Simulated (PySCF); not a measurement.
C₃H₁₀NSi₂ (SMILES C[Si]1CC[SiH2]N1) (doublet)

The calculation's input:

```
{"job": {"kind": "epr", "basis": "pcH-1"}, "charge": 0, "multiplicity": 2}
C      2.529888    -0.570572     0.342341
Si     0.904305    -0.486507    -0.656921
C     -0.625810    -1.203686     0.243255
C     -1.837799    -0.348159    -0.125871
Si    -1.304480     1.470061    -0.269591
N      0.337398     1.167165    -0.714542
H      2.818237    -1.601398     0.519951
H      3.345539    -0.085618    -0.183887
H      2.414661    -0.080237     1.307066
H     -0.811739    -2.255852     0.026161
H     -0.446960    -1.132546     1.319764
H     -2.641437    -0.491344     0.597380
H     -2.226706    -0.681587    -1.089496
H     -1.380108     2.188124     1.010666
H     -2.018350     2.207949    -1.313935
H      0.935762     1.913152    -1.023752
```

Launched as:

```sh
OMP_NUM_THREADS=1 python probes_run.py task.json out
```

Geometry: GFN2-xTB.

The calculation used UKS B3LYP, pcH-1 on C H N Si, non-relativistic, mean-field spin-orbit, GIAO (PySCF).

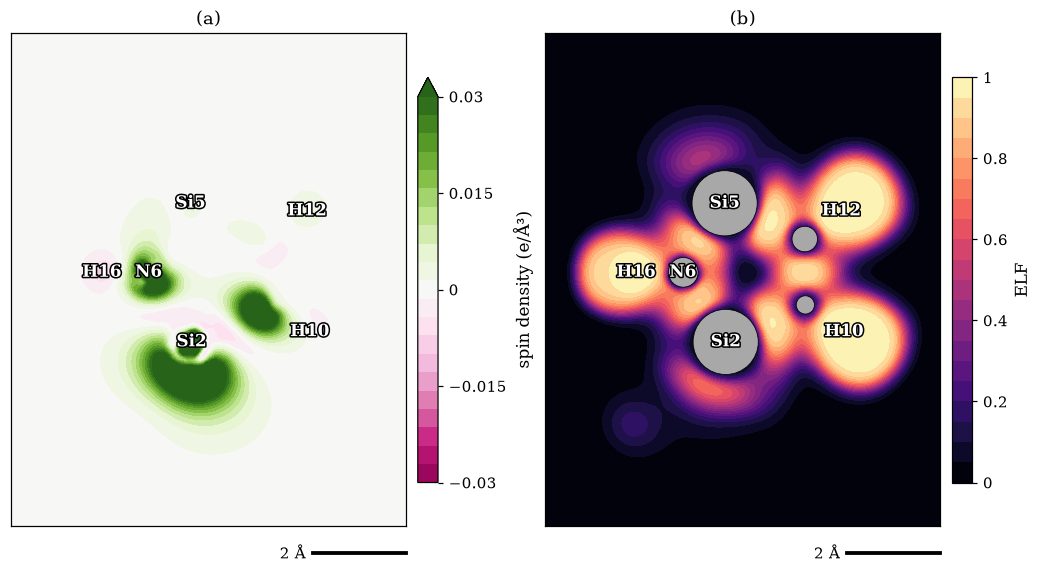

Figure 1. (a) spin density (α minus β); (b) ELF on the plane of atoms Si2, N6 and Si5. Grey discs cover the atomic cores in the ELF map.

> What do the fields say about this system?

The plane passes through Si, N and H nuclei. Si–N (1.73 Å): the ELF peaks at about 0.90 between the atoms (a shared but strongly polarised pair). N–H (1.01 Å): the ELF climbs to about 1 towards the hydrogen, as it does in any bond to H: an ordinary covalent bond to hydrogen. The unpaired spin (1 electron) lies mostly on Si2 (about 0.7), N6 (about 0.1) and C1 (about 0.1), in electrons by Hirshfeld's partition.

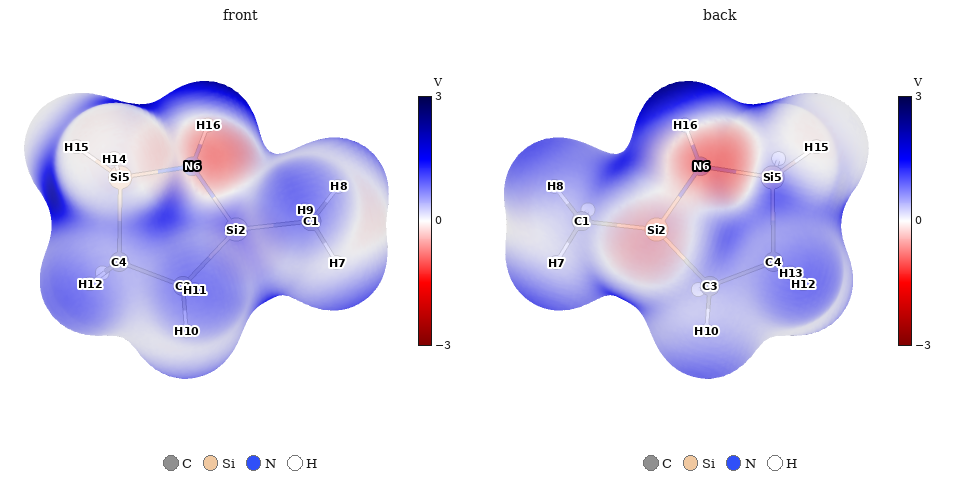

Figure 2. The molecular electrostatic potential painted on the density surface at 0.004 e/bohr³, seen from the front and from behind; the colour scale runs from red (negative) to blue (positive).

> Where is the surface potential most negative and most positive?

The most negative region (about −0.8 V) lies over N6, the most positive (about +2.3 V) over H16.
